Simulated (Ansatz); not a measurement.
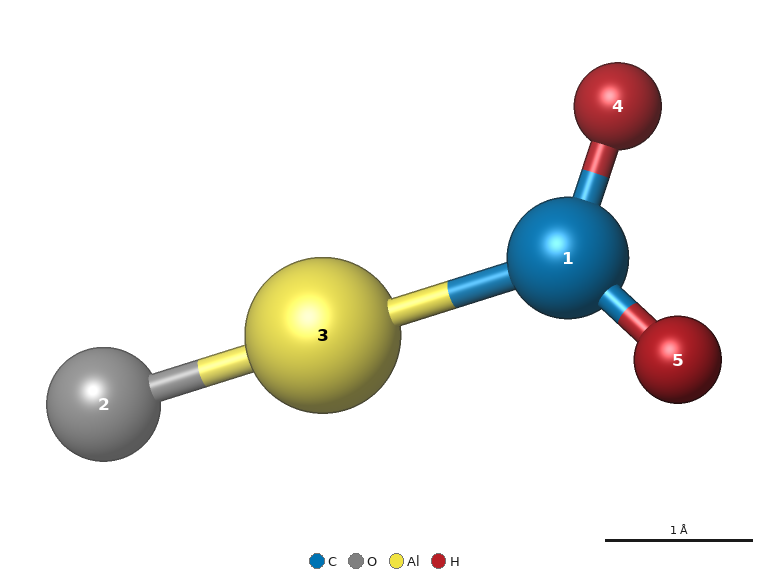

Orthographic view. Atoms fade into the background with distance from the viewer. State: charge −1, singlet. The geometry was computed by an optimisation with PBE0-D4/def2-TZVPD. No frequency run is at hand to confirm it as a minimum.

List all interatomic distances (Å) as a matrix.

| atom | C1 | O2 | Al3 | H4 | H5 |
| --- | --- | --- | --- | --- | --- |
| C1 | 0.00 |  |  |  |  |
| O2 | 3.45 | 0.00 |  |  |  |
| Al3 | 1.82 | 1.63 | 0.00 |  |  |
| H4 | 1.09 | 4.15 | 2.58 | 0.00 |  |
| H5 | 1.09 | 4.15 | 2.58 | 1.83 | 0.00 |
